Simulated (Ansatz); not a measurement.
## How fast states decay through Pb2IBrF2

Wanted: the relaxed cell of Pb2IBrF2, its band edges and its decay constants. It is built by putting Br for part of the I in the PbIF structure of space group P4/nmm, with the volume rescaled by atomic radii. The parent structure comes from the Materials Project.

Program: Ansatz 0.2.0. Level of theory: r2SCAN DFT, plane waves, PAW files, in the first sound run; inputs show where later runs differ. Results are calculated unless marked as measured.

The structure was built from a prototype and need not be the compound's stable phase.

### 1. Set-up

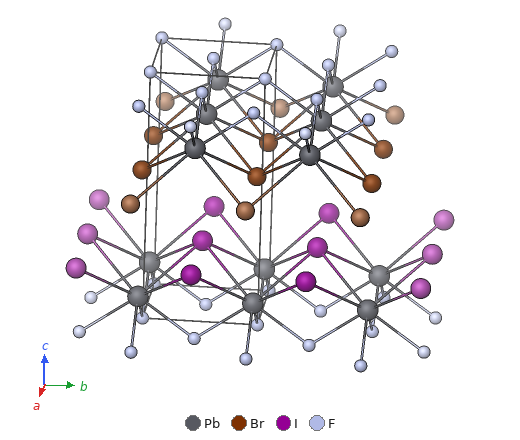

The starting structure, seen slightly off an axis (lead dark grey, bromine brown, iodine purple, fluorine light blue). 2×2×1 cells are drawn. Some periodic images of atoms are drawn too.

### 2. Cell and atoms at rest

The substituted atoms don't fit the parent's cell, so cell and atoms relax together. A small smearing keeps the run stable in case the gap closes on the way.

input.yaml

```yaml
crystal:
  lattice:
    - [4.1632631112, 0.0, 0.0]
    - [0.0, 4.1632631112, 0.0]
    - [0.0, 0.0, 9.2975825958]
  atoms:
    - { symbol: Pb, position: [0.0, 0.5, 0.842729] }
    - { symbol: Pb, position: [0.5, 0.0, 0.157271] }
    - { symbol: Br, position: [0.5, 0.0, 0.671828] }
    - { symbol: I, position: [0.0, 0.5, 0.328172] }
    - { symbol: F, position: [0.0, 0.0, 0.0] }
    - { symbol: F, position: [0.5, 0.5, 0.0] }
kpoints:
  mp_grid: { grid: [6, 6, 4] }
scf:
  occupations: { method: gaussian, width: 0.03 }
hamiltonian:
  xc: r2scan
output:
  forces: true
  stress: true
relax:
  f_tol: 0.02
  max_steps: 60
  cell: {}
```

Command:

```console
ansatz run input.yaml --threads 2 --pin off --max-ram 4096MiB --backend cpu --events-out ev --progress --plain --runs-dir out
```

Numbers of over 12 decimals in the logs are rounded to 6 here.

Output:

```text
Engine: ansatz 0.2.0, aarch64-unknown-linux-gnu
Pseudopotentials: kind: paw
Pseudopotential: Pb, paw, valence charge 14, recommended cutoff 500 eV (meta_gga), Pb.paw.azcp
Pseudopotential: Br, paw, valence charge 7, recommended cutoff 500 eV (meta_gga), Br.paw.azcp
Pseudopotential: I, paw, valence charge 17, recommended cutoff 500 eV (meta_gga), I.paw.azcp
Pseudopotential: F, paw, valence charge 7, recommended cutoff 500 eV (meta_gga), F.paw.azcp
Functional definition: r2SCAN
  parameter k0 = 0.174
  parameter k1 = 0.065
  parameter a1 = 4.9479
  exchange = r2scan_x(k0 = k0, k1 = k1, a1 = a1)
  correlation = r2scan_c
Crystal: 6 atoms, lattice volume = 161.153 Å³
Basis set: ecut = 500 eV, 4089 PW (Γ), exchange–correlation on 128×128×288 points (64 copies of the dense FFT grid, shifted against one another)
Bands: 40, of which v1, the nominal top of the filled ones, is band 33 counted from 1 (32 counted from 0)
Symmetry: 8 space group operations
Space group: P4mm (ITA 99), of the structure as read, at distance tolerance 5.4e-5 Å
k-points: 30 of 144 (time reversal used)
Non-local potential: Pb, projectors of the file, l = 0: 2, l = 1: 2, l = 2: 2, l = 3: 2
Non-local potential: Br, projectors of the file, l = 0: 2, l = 1: 2, l = 2: 2
Non-local potential: I, projectors of the file, l = 0: 2, l = 1: 2, l = 2: 2, l = 3: 2
Non-local potential: F, projectors of the file, l = 0: 2, l = 1: 2, l = 2: 1
PAW form: soft (Blöchl's): semilocal exchange-correlation on the pseudo side does not see the compensation charge
PAW frozen core: Pb, regenerated for the run's functional (the file was generated under x = pbe(κ = 0.804, μ = 0.219515), c = pbe(β = 0.066725))
PAW frozen core: Br, regenerated for the run's functional (the file was generated under x = pbe(κ = 0.804, μ = 0.219515), c = pbe(β = 0.066725))
PAW frozen core: I, regenerated for the run's functional (the file was generated under x = pbe(κ = 0.804, μ = 0.219515), c = pbe(β = 0.066725))
PAW frozen core: F, regenerated for the run's functional (the file was generated under x = pbe(κ = 0.804, μ = 0.219515), c = pbe(β = 0.066725))
PAW one-centre angular grid: Pb, 590 points (default); XC on 160 Gauss nodes
PAW one-centre angular grid: Br, 302 points (default); XC on 160 Gauss nodes
PAW one-centre angular grid: I, 590 points (default); XC on 160 Gauss nodes
PAW one-centre angular grid: F, 302 points (default); XC on 160 Gauss nodes
Initial density: superposition of atomic densities (neutral atoms: chi_scale 0, normalization atom), corrected by the library's trained network
Initial wavefunctions: pseudopotential atomic-orbital guess
Functional: x = r2scan, c = r2scan; τ floored in thin density (d = 2e-4 eV/Å³)
SCF iter   1: F=—  HF=-35786.724561 eV  |F-HF|=—  |Δ(HF+E_count)|=         —  Δρ=6.59e-3  dr2=7.13e-2  dr2_τ=6.27e-2  ethr=1.77e-3  ⟨swp⟩=9.1  Hψ=6009  notcnv=0  defer=5
preconditioner: auto → Resta (q_TF=auto, 2.351 Å⁻¹)  ε∞=3.1  [insulator: Δε(μ)=2.675 eV  Ē_g=14.529 eV  σ=0.030 eV  W_gap=1.00  n_scr=38 (ndim 8)  ℏωp=21.1 eV  f_vac=0.087  D(μ)=0.00/eV (n_scr^D=0)  ε∞_Penn≈3.1]
SCF iter   2: F=—  HF=-35786.749282 eV  |F-HF|=—  |Δ(HF+E_count)|=   2.47e-2  Δρ=2.83e-3  dr2=8.88e-3  dr2_τ=1.13e-3  ethr=1.08e-4  ⟨swp⟩=2.7  Hψ=2525  notcnv=0  defer=30
SCF iter   3: F=—  HF=-35786.748613 eV  |F-HF|=—  |Δ(HF+E_count)|=   6.68e-4  Δρ=9.59e-4  dr2=1.77e-3  dr2_τ=1.26e-4  ethr=1.35e-5  ⟨swp⟩=3.0  Hψ=2339  notcnv=0
automatic band count: iteration 3 solves 39 bands in place of 40: the levels show a gap, and the empty bands left out lie too high to hold charge; the band table lists the bands solved (type scf.n_extra_bands for more)
SCF iter   4: F=—  HF=-35786.748540 eV  |F-HF|=—  |Δ(HF+E_count)|=   7.38e-5  Δρ=4.03e-4  dr2=1.61e-4  dr2_τ=1.69e-5  ethr=2.68e-6  ⟨swp⟩=2.3  Hψ=1788  notcnv=0
SCF iter   5: F=—  HF=-35786.748579 eV  |F-HF|=—  |Δ(HF+E_count)|=   3.95e-5  Δρ=8.66e-5  dr2=1.33e-5  dr2_τ=6.97e-7  ethr=2.44e-7  ⟨swp⟩=2.0  Hψ=2010  notcnv=0
SCF iter   6: F=—  HF=-35786.748691 eV  |F-HF|=—  |Δ(HF+E_count)|=   1.12e-4  Δρ=2.36e-5  dr2=1.06e-6  dr2_τ=5.32e-8  ethr=2.02e-8  ⟨swp⟩=2.0  Hψ=2160  notcnv=0
SCF iter   7: F=—  HF=-35786.748692 eV  |F-HF|=—  |Δ(HF+E_count)|=   5.47e-7  Δρ=7.73e-6  dr2=1.07e-7  dr2_τ=4.55e-9  ethr=1.60e-9  ⟨swp⟩=2.0  Hψ=1944  notcnv=0
SCF iter   8: F=-35786.748692 eV  HF=-35786.748692 eV  |F-HF|=1.41e-9  |Δ(HF+E_count)|=   2.52e-8  Δρ=2.04e-6  dr2=6.76e-9  dr2_τ=5.08e-10  ethr=1.52e-10  ⟨swp⟩=5.0  Hψ=4372  notcnv=0
SCF 1 converged in 8 iterations: F = -35786.748692 eV  dr2 = 6.76e-9
  greatest PAW one-centre occupation: 0.999 electrons in one spin orbital (limit 2), on the I atom at site 3 (counted from 0), in its partial waves of l = 2
relax step   1: F+E_penalty+E_count = -35786.74869155 eV  Δ(F+E_penalty+E_count) = +0.000e0 eV  max|allowed force component| = 5.822e-1 eV/Å  Δτ_max = 0.0000 Å  P = -0.928 GPa  Ω = 161.153 Å³  (8 SCF iters, dr2 threshold 1.00e-7 eV, accepted)
Crystal: 6 atoms, lattice volume = 157.654 Å³
Basis set: ecut = 500 eV, 3993 PW (Γ), exchange–correlation on 128×128×288 points (64 copies of the dense FFT grid, shifted against one another)
Initial density: handed on by an earlier stage of this run
Initial wavefunctions: those handed on with the density
iter 1 solved again at ethr=1.18e-4 eV; its pass at ethr=3.10e-3 eV (dr2=7.82e-2 eV) is discarded
SCF iter   1: F=—  HF=-35786.758811 eV  |F-HF|=—  |Δ(HF+E_count)|=         —  Δρ=8.53e-3  dr2=8.00e-2  dr2_τ=1.19e0  ethr=1.18e-4  ⟨swp⟩=2.0  Hψ=6784  notcnv=0
automatic band count: iteration 1 solves 38 bands in place of 40: the levels show a gap, and the empty bands left out lie too high to hold charge; the band table lists the bands solved (type scf.n_extra_bands for more)
preconditioner: auto → Resta (q_TF=auto, 2.360 Å⁻¹)  ε∞=3.4  [insulator: Δε(μ)=2.836 eV  Ē_g=13.787 eV  σ=0.030 eV  W_gap=1.00  n_scr=38 (ndim 8)  ℏωp=21.3 eV  f_vac=0.088  D(μ)=0.00/eV (n_scr^D=0)  ε∞_Penn≈3.4]
SCF iter   2: F=—  HF=-35786.838434 eV  |F-HF|=—  |Δ(HF+E_count)|=   7.96e-2  Δρ=3.06e-3  dr2=1.07e-2  dr2_τ=1.03e-3  ethr=1.18e-4  ⟨swp⟩=3.1  Hψ=2360  notcnv=0
SCF iter   3: F=—  HF=-35786.837036 eV  |F-HF|=—  |Δ(HF+E_count)|=   1.40e-3  Δρ=1.28e-3  dr2=2.18e-3  dr2_τ=1.36e-4  ethr=1.62e-5  ⟨swp⟩=2.1  Hψ=1631  notcnv=0
SCF iter   4: F=—  HF=-35786.836916 eV  |F-HF|=—  |Δ(HF+E_count)|=   1.20e-4  Δρ=2.54e-4  dr2=1.52e-4  dr2_τ=5.66e-6  ethr=3.31e-6  ⟨swp⟩=2.0  Hψ=1686  notcnv=0  defer=2
SCF iter   5: F=—  HF=-35786.837066 eV  |F-HF|=—  |Δ(HF+E_count)|=   1.50e-4  Δρ=2.25e-4  dr2=6.19e-5  dr2_τ=4.53e-6  ethr=2.30e-7  ⟨swp⟩=2.0  Hψ=2020  notcnv=0  defer=2
[...]
preconditioner: auto → Resta (q_TF=auto, 2.365 Å⁻¹)  ε∞=3.4  [insulator: Δε(μ)=2.833 eV  Ē_g=13.865 eV  σ=0.030 eV  W_gap=1.00  n_scr=38 (ndim 8)  ℏωp=21.5 eV  f_vac=0.075  D(μ)=0.00/eV (n_scr^D=0)  ε∞_Penn≈3.4]
SCF iter   2: F=—  HF=-35786.853712 eV  |F-HF|=—  |Δ(HF+E_count)|=   1.12e-2  Δρ=1.23e-3  dr2=3.16e-3  dr2_τ=2.10e-4  ethr=3.90e-5  ⟨swp⟩=3.0  Hψ=1837  notcnv=0
SCF iter   3: F=—  HF=-35786.853107 eV  |F-HF|=—  |Δ(HF+E_count)|=   6.04e-4  Δρ=4.42e-4  dr2=5.95e-4  dr2_τ=3.36e-5  ethr=4.79e-6  ⟨swp⟩=2.0  Hψ=1984  notcnv=0
SCF iter   4: F=—  HF=-35786.853112 eV  |F-HF|=—  |Δ(HF+E_count)|=   4.67e-6  Δρ=2.14e-4  dr2=8.60e-5  dr2_τ=4.19e-6  ethr=9.02e-7  ⟨swp⟩=2.1  Hψ=1504  notcnv=0
SCF iter   5: F=—  HF=-35786.853111 eV  |F-HF|=—  |Δ(HF+E_count)|=   7.42e-7  Δρ=6.46e-5  dr2=7.83e-6  dr2_τ=4.11e-7  ethr=1.30e-7  ⟨swp⟩=2.3  Hψ=1953  notcnv=0
SCF iter   6: F=—  HF=-35786.853114 eV  |F-HF|=—  |Δ(HF+E_count)|=   2.68e-6  Δρ=1.76e-5  dr2=7.51e-7  dr2_τ=3.14e-8  ethr=1.19e-8  ⟨swp⟩=2.0  Hψ=1679  notcnv=0
SCF iter   7: F=-35786.853114 eV  HF=-35786.853114 eV  |F-HF|=3.11e-8  |Δ(HF+E_count)|=   3.38e-7  Δρ=4.72e-6  dr2=4.17e-8  dr2_τ=2.41e-9  ethr=9.09e-10  ⟨swp⟩=4.8  Hψ=4216  notcnv=0
SCF 3 converged in 7 iterations: F = -35786.853114 eV  dr2 = 4.17e-8
relax step   3: F+E_penalty+E_count = -35786.85311438 eV  Δ(F+E_penalty+E_count) = -1.605e-2 eV  max|allowed force component| = 8.747e-2 eV/Å  Δτ_max = 0.0394 Å  P = -0.074 GPa  Ω = 155.662 Å³  energy of the carried Pulay correction = +1.383e-3 eV  (7 SCF iters, dr2 threshold 6.00e-7 eV, accepted)
[...]
relax step   4: F+E_penalty+E_count = -35786.86039939 eV  Δ(F+E_penalty+E_count) = -7.285e-3 eV  max|allowed force component| = 5.728e-2 eV/Å  Δτ_max = 0.0395 Å  P = +0.074 GPa  Ω = 153.306 Å³  energy of the carried Pulay correction = +1.999e-3 eV  (6 SCF iters, dr2 threshold 4.78e-7 eV, accepted)
[...]
relax step   5: F+E_penalty+E_count = -35786.86503586 eV  Δ(F+E_penalty+E_count) = -4.636e-3 eV  max|allowed force component| = 8.428e-2 eV/Å  Δτ_max = 0.0449 Å  P = +0.092 GPa  Ω = 151.216 Å³  energy of the carried Pulay correction = +2.557e-3 eV  (7 SCF iters, dr2 threshold 2.05e-7 eV, accepted)
[...]
relax step   6: F+E_penalty+E_count = -35786.86623953 eV  Δ(F+E_penalty+E_count) = -1.204e-3 eV  max|allowed force component| = 4.550e-2 eV/Å  Δτ_max = 0.0157 Å  P = +0.118 GPa  Ω = 150.541 Å³  energy of the carried Pulay correction = +2.740e-3 eV  (6 SCF iters, dr2 threshold 4.44e-7 eV, accepted)
[...]
relax step   7: F+E_penalty+E_count = -35786.86677898 eV  Δ(F+E_penalty+E_count) = -5.395e-4 eV  max|allowed force component| = 1.181e-2 eV/Å  Δτ_max = 0.0270 Å  P = -0.039 GPa  Ω = 150.281 Å³  energy of the carried Pulay correction = +2.810e-3 eV  (6 SCF iters, dr2 threshold 1.29e-7 eV, accepted)
Basis set: ecut = 500 eV, 3823 PW (Γ), exchange–correlation on 128×128×256 points (64 copies of the dense FFT grid, shifted against one another)
Initial wavefunctions: pseudopotential atomic-orbital guess (no wavefunctions were taken with the density)
iter 1 solved again at ethr=1.97e-7 eV; its pass at ethr=3.10e-3 eV (dr2=1.30e-4 eV) is discarded
SCF iter   1: F=—  HF=-35786.863534 eV  |F-HF|=—  |Δ(HF+E_count)|=         —  Δρ=2.29e-4  dr2=7.05e-6  dr2_τ=3.76e-5  ethr=1.97e-7  ⟨swp⟩=3.7  Hψ=9504  notcnv=0
preconditioner: auto → Resta (q_TF=auto, 2.379 Å⁻¹)  ε∞=3.2  [insulator: Δε(μ)=2.626 eV  Ē_g=14.567 eV  σ=0.030 eV  W_gap=1.00  n_scr=38 (ndim 8)  ℏωp=21.8 eV  f_vac=0.032  D(μ)=0.00/eV (n_scr^D=0)  ε∞_Penn≈3.2]
SCF iter   2: F=—  HF=-35786.863599 eV  |F-HF|=—  |Δ(HF+E_count)|=   6.52e-5  Δρ=1.16e-4  dr2=2.10e-6  dr2_τ=5.02e-6  ethr=1.07e-8  ⟨swp⟩=2.0  Hψ=2001  notcnv=0
SCF iter   3: F=—  HF=-35786.863740 eV  |F-HF|=—  |Δ(HF+E_count)|=   1.41e-4  Δρ=3.27e-5  dr2=9.25e-7  dr2_τ=1.59e-7  ethr=3.19e-9  ⟨swp⟩=2.0  Hψ=2033  notcnv=0
SCF iter   4: F=—  HF=-35786.863740 eV  |F-HF|=—  |Δ(HF+E_count)|=   3.00e-8  Δρ=4.61e-6  dr2=1.91e-8  dr2_τ=3.42e-9  ethr=1.40e-9  ⟨swp⟩=2.0  Hψ=1865  notcnv=0
SCF iter   5: F=—  HF=-35786.863740 eV  |F-HF|=—  |Δ(HF+E_count)|=   1.31e-8  Δρ=1.61e-6  dr2=3.37e-9  dr2_τ=2.83e-10  ethr=2.90e-11  ⟨swp⟩=2.0  Hψ=2040  notcnv=0
SCF iter   6: F=—  HF=-35786.863740 eV  |F-HF|=—  |Δ(HF+E_count)|=  2.26e-10  Δρ=5.70e-7  dr2=3.42e-10  dr2_τ=2.37e-11  ethr=5.10e-12  ⟨swp⟩=2.2  Hψ=1734  notcnv=0
SCF iter   7: F=-35786.863740 eV  HF=-35786.863740 eV  |F-HF|=0.00e0  |Δ(HF+E_count)|=  1.46e-11  Δρ=1.21e-7  dr2=2.17e-11  dr2_τ=7.51e-13  ethr=1.00e-12  ⟨swp⟩=5.0  Hψ=4531  notcnv=0
SCF 8 converged in 7 iterations: F = -35786.863740 eV  dr2 = 2.17e-11
relax step   8: F+E_penalty+E_count = -35786.86374041 eV  Δ(F+E_penalty+E_count) = +3.039e-3 eV  max|allowed force component| = 1.151e-2 eV/Å  Δτ_max = 0.0000 Å  P = -0.035 GPa  Ω = 150.281 Å³  stress off target by 4.41e-2 GPa  SCF on the basis re-selected at this cell (its energy is not comparable with the rows above)  (7 SCF iters)
basis re-selected at this cell: Δ(F+E_penalty+E_count) = +3.039e-3 eV, ΔP = +0.004 GPa vs the last step (what re-selecting the basis moved, of the pressure what is left beyond the Pulay correction that the steps carried, after the strain that the cell walked since its last selection, with what the two solves' SCF thresholds leave and, on support functions, any second-order correction that the steps lacked; it is no measure of the basis error at this ecutwfc). The dense FFT grid was sized anew with the basis: this SCF ran on 32×32×64 points, the steps before it on 32×32×72, so part of this shift can come from that change (see relax.cell in the input reference). [rest of the remark cut]
SCF converged after 7 iterations
Free energy (F): -35786.863740 eV
Harris-Foulkes:  -35786.863740 eV  (|F-HF|=0.00e0)
Internal energy: -35786.863740 eV  (E = F + TS)
E sigma→0 (E₀):  -35786.863740 eV
Fermi energy:    7.063517 eV
--- Per-component energies (eV) ---
  E_band       = -627.735660
  E_kinetic    = 1308.735256
  E_local      = -6303.196275  (includes V_loc(G=0)·N_el)
  E_nonlocal   = 826.728110
  E_hartree    = 2757.532655
  E_xc         = -949.024582
  E_vxc        = -778.150038  (∫ρ·V_xc dr)
  E_paw        = -28373.426001  (= ΣΔE_a)
  E_vpaw       = -1248.360460  (= ΣTr[D̂ρ^β])
  E_aug_tail   = 0.002108  (compensation charges beyond the density's cutoff)
  E_vtau       = 51.440175  (kinetic-family band-sum trace: ∫τ·v_τ [+ j·A + Jᵃ·Aᵃ] dr)
  E_ewald      = -5055.998092
  E_core_change = 1.783081  (= ΣΔE_core)
  E_smearing   = -0.000000  (= −TS)
  E_closure    = 0.000000  (closes the sum)
  Σ components = -35786.863740   (vs F -35786.863740, Δ=0.00e0)
--- Forces (eV/Å), atoms counted from 1 ---
  atom   1  Pb     0.00000000    -0.00000000     0.00447423
  atom   2  Pb     0.00000000    -0.00000000     0.00103053
  atom   3  Br     0.00000000    -0.00000000    -0.00405252
  atom   4  I      0.00000000     0.00000000    -0.01150297
  atom   5  F     -0.00000000     0.00000000     0.00503328
  atom   6  F      0.00000000    -0.00000000     0.00503328
  max |Σ_I F_I| component: 1.58e-5 eV/Å
--- Stress (GPa, compression-positive) ---
       -0.044052      -0.000000      -0.000000
       -0.000000      -0.044052      -0.000000
       -0.000000      -0.000000      -0.017770
  P = ⅓ Tr σ = -0.0353 GPa (-0.353 kbar)
--- Relaxed structure (7 steps of the walk, 7 accepted, 1 SCFs on fresh bases) ---
  F+E_penalty+E_count = -35786.86374041 eV   max|allowed force component| = 1.151e-2 eV/Å   (the final SCF, on the basis selected at the relaxed cell)
  cell:  # Å, volume = 150.2808 Å³
    - [4.188877, 0.0, 0]
    - [0.0, 4.188877, 0.0]
    - [0, 0.0, 8.564625]
  atoms:
    - { symbol: Pb, position: [0, 0.5, 0.820898] }
    - { symbol: Pb, position: [0.5, 0.0, 0.160869] }
    - { symbol: Br, position: [0.5, 0.0, 0.680703] }
    - { symbol: I, position: [0, 0.5, 0.350242] }
    - { symbol: F, position: [0, 0.0, -0.00635575] }
    - { symbol: F, position: [0.5, 0.5, -0.00635575] }
```

Elapsed: 1.9 min, on 2 threads of Arm Neoverse V2, shared host; peak memory 0.75 GiB; 3.8 min of CPU time.

The steps of the relaxation:

```
step  energy less that of the first step (eV)  largest force component (eV/Å)  pressure (GPa)  volume (Å³)
   1                                   0.0000                          0.5822           -0.93       161.15
   2                                  -0.0884                          0.3617           -0.33       157.65
   3                                  -0.1044                          0.0875           -0.07       155.66
   4                                  -0.1117                          0.0573            0.07       153.31
   5                                  -0.1163                          0.0843            0.09       151.22
   6                                  -0.1175                          0.0455            0.12       150.54
   7                                  -0.1181                          0.0118           -0.04       150.28
  8*                                  -0.1150                          0.0115           -0.04       150.28
```

Relaxation steps marked * repeat the geometry before them on a plane-wave basis chosen anew for their cell, so energy and pressure can jump there.

Forces are held to the 8 operations that the run works with; a distortion that breaks them can't arise in this run.

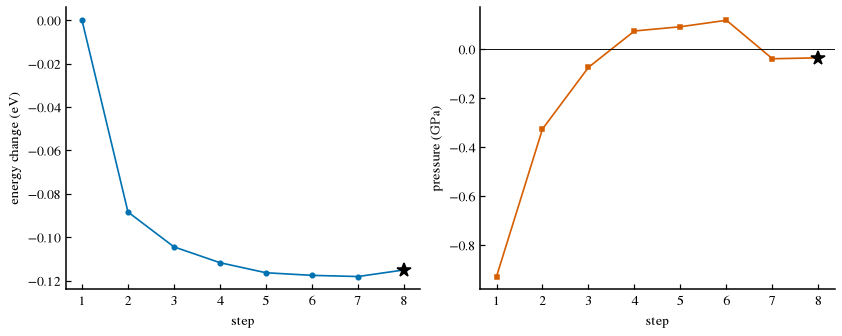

Energy and pressure along the relaxation. Stars mark steps on a basis chosen anew.

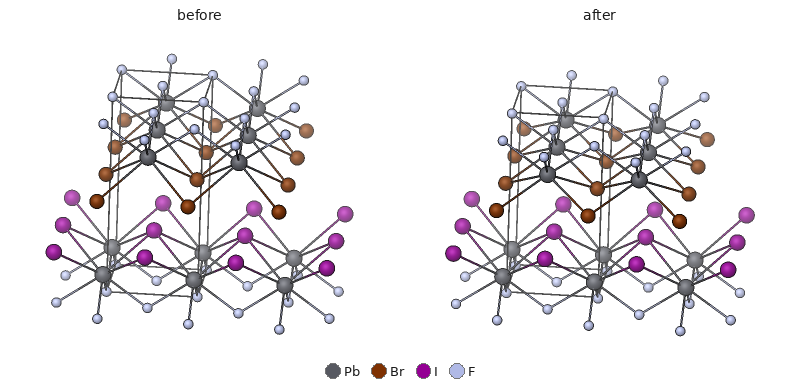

Before and after, at one scale.

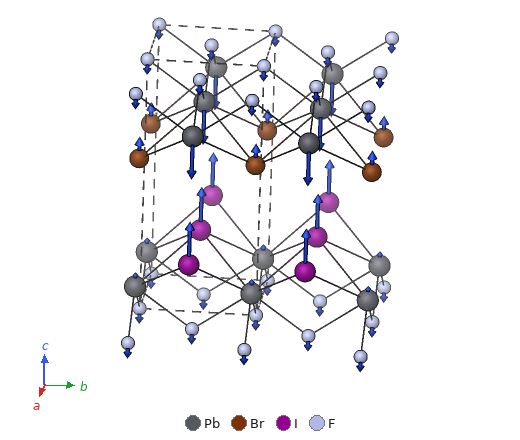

Displacements in the relaxation, exaggerated, measured against the changing cell; the longest in the cell stands for 0.19 Å. 2×2×1 cells are drawn. Some periodic images of atoms are drawn too.

| conventional cell, symmetrised | before | after | change |
| --- | --- | --- | --- |
| a (Å) | 4.163 | 4.189 | +0.6 % |
| b (Å) | 4.163 | 4.189 | +0.6 % |
| c (Å) | 9.298 | 8.565 | -7.9 % |
| volume (Å³/atom) | 26.86 | 25.05 | -6.7 % |

The atoms that moved most (Å, as changes of fractional coordinates times the final cell):

```
atom     dx     dy      dz  length
  I4  0.000  0.000   0.189   0.189
 Pb1  0.000  0.000  -0.187   0.187
 Br3  0.000  0.000   0.076   0.076
  F6  0.000  0.000  -0.054   0.054
  F5  0.000  0.000  -0.054   0.054
 Pb2  0.000  0.000   0.031   0.031
```

The relaxed structure:

```xyz
6
Lattice="4.1889 0.0000 0.0000 0.0000 4.1889 0.0000 0.0000 0.0000 8.5646" Properties=species:S:1:pos:R:3 pbc="T T T"
Pb    0.0000    2.0944    7.0307
Pb    2.0944    0.0000    1.3778
Br    2.0944    0.0000    5.8300
I     0.0000    2.0944    2.9997
F     0.0000    0.0000   -0.0544
F     2.0944    2.0944   -0.0544
```

Numbers from this step:

```yaml
free_energy: -35786.8637 eV
fermi_energy: 7.064 eV
pressure: -0.03529 GPa
```

The largest force component on a free atom ends at 0.012 eV/Å.

[end of part 1 of 3]

[Logs are printed without paths, hosts, clocks, repeated set-up lines and the standing remarks that a program may print on its own settings, such as how far it seeks lower states.]

[Hosts, paths, dates, database ids (printed as entryN), source tags and the programs' standing remarks are cut or masked in the printed files.]
